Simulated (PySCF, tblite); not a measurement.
# C5H4O: dynamics, then NMR shifts on frames, part 2 of 2

tblite 0.8.0 and PySCF 2.14.0. Atoms count from 0.

### Step 5. Nuclear shieldings: 625 fs, PBE0/pcSseg-1

Job settings and geometry (Å):

```
{"job": {"kind": "nmr", "xc": "PBE0", "basis": "pcSseg-1", "pop": false}, "charge": 0, "multiplicity": 1}
C     -1.809800     0.149300    -0.388900
C     -0.976900    -0.826800    -0.142400
C      0.387100    -0.542700     0.167200
C      1.469800    -1.096300     0.765900
C      1.441600     0.357300     0.515200
O      2.025800     1.388400     0.742300
H     -1.448300     1.144700    -0.547500
H     -2.845400    -0.082100    -0.543400
H     -1.157000    -1.850000     0.146200
H      2.019300    -1.952200     1.159300
```

With the program's defaults for keys left out, this is: GIAO PBE0/pcSseg-1 NMR shielding, non-relativistic, gas phase.

What it wrote:

```text
coarse grid: 9000 points
cycle   1  E = -267.5260337780  dE =  1.204e+00  |g| = 7.703e-01  |ddm| = 3.090e+00
cycle   2  E = -266.9989527468  dE =  5.271e-01  |g| = 1.784e+00  |ddm| = 3.073e+00
cycle   3  E = -267.6443760931  dE = -6.454e-01  |g| = 1.385e-01  |ddm| = 2.361e+00
cycle   4  E = -267.6485561739  dE = -4.180e-03  |g| = 6.087e-02  |ddm| = 2.013e-01
cycle   5  E = -267.6493789321  dE = -8.228e-04  |g| = 2.429e-02  |ddm| = 6.789e-02
cycle   6  E = -267.6495162130  dE = -1.373e-04  |g| = 4.574e-03  |ddm| = 2.224e-02
cycle   7  E = -267.6495210772  dE = -4.864e-06  |g| = 1.691e-03  |ddm| = 5.178e-03
final grid: 88736 points
cycle   8  E = -267.6964491927  dE = -1.932e-06  |g| = 1.205e-02  |ddm| = 2.596e-02
cycle   9  E = -267.6963700085  dE =  7.918e-05  |g| = 2.361e-02  |ddm| = 3.367e-02
cycle  10  E = -267.6964776598  dE = -1.077e-04  |g| = 2.083e-03  |ddm| = 2.410e-02
cycle  11  E = -267.6964786152  dE = -9.554e-07  |g| = 3.656e-04  |ddm| = 1.855e-03
cycle  12  E = -267.6964786478  dE = -3.261e-08  |g| = 1.215e-04  |ddm| = 4.037e-04
cycle  13  E = -267.6964786513  dE = -3.529e-09  |g| = 3.651e-05  |ddm| = 1.484e-04
cycle  14  E = -267.6964786517  dE = -3.286e-10  |g| = 5.876e-06  |ddm| = 4.583e-05
converged SCF energy = -267.6964786517

GIAO shielding tensors (ppm)
atom      isotropic    diamagn.    paramagn.     s11        s22        s33       span
  0 C       50.011     254.767    -204.756    -65.467     47.237    168.263    233.730
  1 C       59.324     255.020    -195.696    -47.633     66.806    158.801    206.434
  2 C       21.278     252.998    -231.720   -100.369      5.936    158.267    258.635
  3 C        7.589     261.572    -253.982   -128.223    -47.429    198.420    326.642
  4 C       26.548     244.510    -217.962    -88.888     43.881    124.649    213.537
  5 O      -22.604     398.493    -421.097   -334.807   -182.508    449.504    784.311
  6 H       25.087      31.624      -6.537     22.022     24.729     28.510      6.489
  7 H       25.573      28.322      -2.748     23.054     25.177     28.489      5.435
  8 H       25.214      29.762      -4.548     23.733     24.120     27.790      4.057
  9 H       21.187      32.159     -10.972     14.750     24.017     24.792     10.041
```

Run time: 5.8 s. Hardware: 1 thread of Arm Neoverse V2, shared host; peak memory 0.59 GiB.

In short: δ C3 179.3, C2 165.6, C4 160.4, C0 136.9, H9 10.53, H6 6.63 ppm.

### Step 6. NMR shieldings: 800 fs, PBE0/pcSseg-1

Job settings and geometry (Å):

```
{"job": {"kind": "nmr", "xc": "PBE0", "basis": "pcSseg-1", "pop": false}, "charge": 0, "multiplicity": 1}
C     -1.937700     0.224300    -0.437500
C     -1.012600    -0.592400     0.028400
C      0.317600    -0.179000     0.417300
C      1.448100    -0.562100     1.111700
C      1.301300     0.809700     0.849800
O      1.662200     1.977400     0.934000
H     -1.818200     1.277800    -0.473800
H     -2.881500    -0.162700    -0.798400
H     -1.182900    -1.654400     0.068600
H      1.924700    -1.394200     1.633700
```

Level: GIAO PBE0/pcSseg-1 NMR shielding, non-relativistic, gas phase.

What it wrote:

```text
coarse grid: 9000 points
cycle   1  E = -267.5312658237  dE =  1.128e+00  |g| = 7.797e-01  |ddm| = 3.061e+00
cycle   2  E = -266.2997745742  dE =  1.231e+00  |g| = 2.379e+00  |ddm| = 3.067e+00
cycle   3  E = -267.6440501166  dE = -1.344e+00  |g| = 2.317e-01  |ddm| = 2.598e+00
cycle   4  E = -267.6553017709  dE = -1.125e-02  |g| = 1.253e-01  |ddm| = 3.601e-01
cycle   5  E = -267.6589436353  dE = -3.642e-03  |g| = 3.792e-02  |ddm| = 1.455e-01
cycle   6  E = -267.6592338360  dE = -2.902e-04  |g| = 1.583e-02  |ddm| = 4.860e-02
cycle   7  E = -267.6592918540  dE = -5.802e-05  |g| = 5.098e-03  |ddm| = 1.907e-02
cycle   8  E = -267.6592988845  dE = -7.031e-06  |g| = 9.131e-04  |ddm| = 7.618e-03
final grid: 88736 points
cycle   9  E = -267.7063309479  dE = -6.795e-07  |g| = 1.213e-02  |ddm| = 2.610e-02
cycle  10  E = -267.7062412917  dE =  8.966e-05  |g| = 2.471e-02  |ddm| = 3.530e-02
cycle  11  E = -267.7063599536  dE = -1.187e-04  |g| = 1.902e-03  |ddm| = 2.574e-02
cycle  12  E = -267.7063607650  dE = -8.113e-07  |g| = 2.948e-04  |ddm| = 1.815e-03
cycle  13  E = -267.7063607829  dE = -1.793e-08  |g| = 1.383e-04  |ddm| = 3.694e-04
cycle  14  E = -267.7063607879  dE = -5.034e-09  |g| = 2.749e-05  |ddm| = 1.490e-04
cycle  15  E = -267.7063607881  dE = -1.878e-10  |g| = 7.627e-06  |ddm| = 3.492e-05
converged SCF energy = -267.7063607881

GIAO shielding tensors (ppm)
atom      isotropic    diamagn.    paramagn.     s11        s22        s33       span
  0 C       43.748     254.216    -210.468    -70.961     34.904    167.301    238.261
  1 C       60.702     253.749    -193.048    -50.967     71.229    161.843    212.810
  2 C        2.451     252.094    -249.643   -117.216    -59.969    184.537    301.753
  3 C       29.089     259.605    -230.517    -65.776    -31.529    184.571    250.348
  4 C       28.690     246.693    -218.003    -91.479     60.311    117.240    208.719
  5 O      -14.562     397.976    -412.538   -278.501   -192.779    427.593    706.094
  6 H       25.315      31.748      -6.433     22.344     24.954     28.646      6.302
  7 H       25.227      28.299      -3.073     22.805     24.922     27.953      5.149
  8 H       25.167      30.031      -4.864     23.132     24.082     28.287      5.155
  9 H       22.683      31.548      -8.865     21.296     22.497     24.256      2.960
```

Wall time 6.7 s (1 thread of Arm Neoverse V2, shared host); peak memory 0.59 GiB.

In short: δ C2 184.5, C4 158.2, C3 157.8, C0 143.2, H9 9.03, H8 6.55 ppm.

### Step 7. NMR shieldings: 1000 fs, PBE0/pcSseg-1

Job settings and geometry (Å):

```
{"job": {"kind": "nmr", "xc": "PBE0", "basis": "pcSseg-1", "pop": false}, "charge": 0, "multiplicity": 1}
C     -2.246300     0.584300    -0.859700
C     -1.417600    -0.250900    -0.237800
C     -0.242600     0.132300     0.508300
C      0.811100    -0.431100     1.142300
C      0.726900     1.038300     1.158700
O      1.176500     2.113600     1.363400
H     -2.090900     1.672600    -0.751400
H     -3.050900     0.260500    -1.498000
H     -1.490300    -1.327900    -0.324900
H      1.256300    -1.355300     1.386600
```

With the program's defaults for keys left out, this is: GIAO PBE0/pcSseg-1 NMR shielding, non-relativistic, gas phase.

What it wrote:

```text
coarse grid: 9000 points
cycle   1  E = -267.5436855904  dE =  1.123e+00  |g| = 7.507e-01  |ddm| = 3.117e+00
cycle   2  E = -267.1179691831  dE =  4.257e-01  |g| = 1.653e+00  |ddm| = 2.918e+00
cycle   3  E = -267.6538973659  dE = -5.359e-01  |g| = 1.262e-01  |ddm| = 2.152e+00
cycle   4  E = -267.6573127142  dE = -3.415e-03  |g| = 5.712e-02  |ddm| = 1.825e-01
cycle   5  E = -267.6580038701  dE = -6.912e-04  |g| = 2.624e-02  |ddm| = 6.683e-02
cycle   6  E = -267.6581722720  dE = -1.684e-04  |g| = 3.398e-03  |ddm| = 2.235e-02
cycle   7  E = -267.6581745473  dE = -2.275e-06  |g| = 1.625e-03  |ddm| = 3.652e-03
final grid: 88736 points
cycle   8  E = -267.7054850275  dE = -1.023e-06  |g| = 1.206e-02  |ddm| = 2.743e-02
cycle   9  E = -267.7054075017  dE =  7.753e-05  |g| = 2.348e-02  |ddm| = 3.452e-02
cycle  10  E = -267.7055135372  dE = -1.060e-04  |g| = 1.914e-03  |ddm| = 2.453e-02
cycle  11  E = -267.7055143524  dE = -8.152e-07  |g| = 3.666e-04  |ddm| = 1.763e-03
cycle  12  E = -267.7055143858  dE = -3.345e-08  |g| = 1.129e-04  |ddm| = 3.882e-04
cycle  13  E = -267.7055143889  dE = -3.062e-09  |g| = 3.775e-05  |ddm| = 1.439e-04
cycle  14  E = -267.7055143893  dE = -3.548e-10  |g| = 6.623e-06  |ddm| = 4.761e-05
converged SCF energy = -267.7055143893

GIAO shielding tensors (ppm)
atom      isotropic    diamagn.    paramagn.     s11        s22        s33       span
  0 C       43.863     254.687    -210.824    -70.794     38.344    164.039    234.833
  1 C       56.922     253.524    -196.602    -54.468     69.171    156.063    210.531
  2 C       10.784     255.404    -244.620   -106.254    -39.721    178.327    284.581
  3 C       26.124     255.941    -229.817    -74.713    -35.868    188.951    263.664
  4 C       35.331     250.434    -215.103    -83.772     67.039    122.727    206.499
  5 O       -5.624     397.460    -403.084   -264.875   -188.031    436.034    700.909
  6 H       24.773      29.922      -5.149     22.156     23.933     28.229      6.073
  7 H       25.124      28.206      -3.082     22.608     25.161     27.603      4.995
  8 H       25.174      30.280      -5.106     23.475     23.921     28.127      4.651
  9 H       23.077      33.055      -9.979     20.005     23.919     25.307      5.302
```

It took 6.8 s on 1 thread of Arm Neoverse V2, shared host; peak memory 0.56 GiB.

Key values: δ C2 176.1, C3 160.8, C4 151.6, C0 143.1, H9 8.64, H6 6.94 ppm.

### Step 8. Comparing the runs: NMR shifts

Shifts (ppm) of some atoms, chosen among heavy atoms and hydrogens apart, with basis size and wall time:

```
  frame     C2     C4     C3     C0     H9    H6     O5  functions   time
 250 fs  183.7  151.7  151.2  139.4   8.08  6.99  325.8        122  9.3 s
 425 fs  171.6  161.0  152.5  157.2   8.72  7.78  355.0        122  6.3 s
 625 fs  165.6  160.4  179.3  136.9  10.53  6.63  358.7        122  5.8 s
 800 fs  184.5  158.2  157.8  143.2   9.03  6.40  350.6        122  6.7 s
1000 fs  176.1  151.6  160.8  143.1   8.64  6.94  341.7        122  6.8 s
```

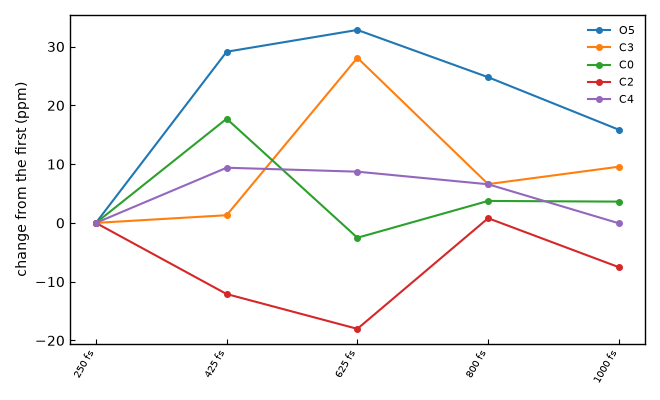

How five of the tabulated atoms move from run to run.

### Step 9. What came out

What follows sums up all 2 parts.

```
                                      quantity                                  value
                                    thermostat                                  200 K
                 mean temperature, second half                                  198 K
       mean potential energy above the minimum                                0.20 eV
13C shifts against TMS (PBE0/pcSseg-1, 250 fs)  183.7, 151.7, 151.2, 139.4, 126.6 ppm
 1H shifts against TMS (PBE0/pcSseg-1, 250 fs)             8.08, 7.02, 6.99, 6.49 ppm
17O shifts against H2O (PBE0/pcSseg-1, 250 fs)                              325.8 ppm
         surface potential, 1st and 99th percentile                     -1.97 V and 1.39 V
                      range of the shift of O5                     325.8 to 358.7 ppm
```

What this shows: In the second half the potential energy averages 0.20 eV above the minimum; equipartition over 24 harmonic modes at 200 K would give 0.21 eV. With 10 atoms the temperature swings widely (75 to 249 K). Shifts at one fixed geometry are not the observed spectrum, which averages over the motion. In the first frame run (250 fs): Shielding is most anisotropic at O5 (span 700 ppm, paramagnetic term -388 ppm). By nearest atom (PBE0/pcSseg-1), the HOMO sits on O5 55 %; C2 15 % and the LUMO on C0, C2, C3 about 22 % each; C1 12 %. Across the 5 runs the shift of O5 moves most, between 325.8 (250 fs) and 358.7 ppm (625 fs).
